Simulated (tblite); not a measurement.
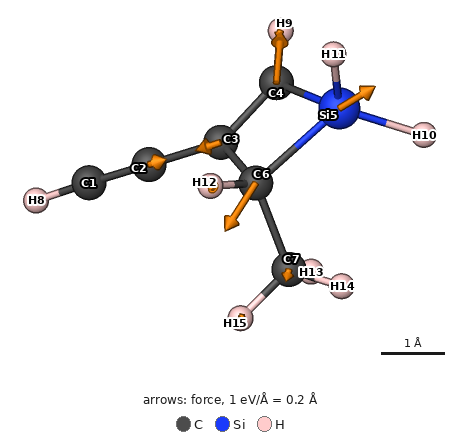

Starting geometry of C6H8Si with the computed forces as orange arrows. Style: ball-and-stick. Shown from a free direction.

Level of theory: GFN2-xTB geometry optimisation, gas phase (tblite). 

### Is this structure relaxed? If not, where do the atoms go?

It isn't relaxed: the largest force vector, on C4, is 5.43 eV/Å. The final displacements have little in common with the starting forces (cosine between the two patterns 0.20). Over 62 geometry steps the energy falls by 74.1 kJ/mol. H14 moves most after the best rigid fit: 0.56 Å. By element the largest moves are H 0.56 Å, C 0.18 Å, Si 0.14 Å. Among the contacts that change: Si5–C6 1.804 → 1.938 Å, C4–Si5 1.799 → 1.882 Å, C3–C6 1.474 → 1.518 Å, C2–C3 1.445 → 1.401 Å. Among the angles between lasting bonds that change: C4–C3–C6 96.6° → 105.1°, Si5–C6–C7 111.3° → 118.8°, Si5–C4–H9 131.5° → 138.9°. Groups turn about C6–C7 by about 25°. The run took 0.61 s on 1 thread of Arm Neoverse N1, with other jobs on the host.
